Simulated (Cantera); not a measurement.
Feed: 1 mol Ca(OH)₂, 0.046 mol C, 0.25 mol O₂, 0.051 mol CO₂, equilibrated at 1.33 mbar.

Equilibrium computed with Cantera from the NASA thermochemical tables; the gas is ideal and each condensed phase is pure. Candidate condensed phases: C, C₆H₆, C₇H₈, C₈H₁₈, Ca, CaCO₃, CaO, Ca(OH)₂, H₂O; 115 gas species. Kinetics and transport are ignored.

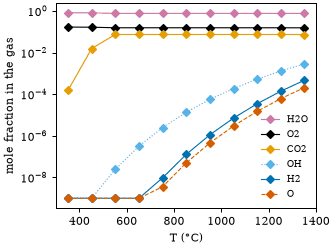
*Equilibrium gas composition (values under 1e-9 drawn at 1e-9)*

**Question.** Read off the mole fractions at 1352 °C.

**Answer.** H₂O about 0.77, O₂ about 0.16, CO₂ about 0.074, OH about 0.0029, H₂ about 0.00047, O about 0.00021.
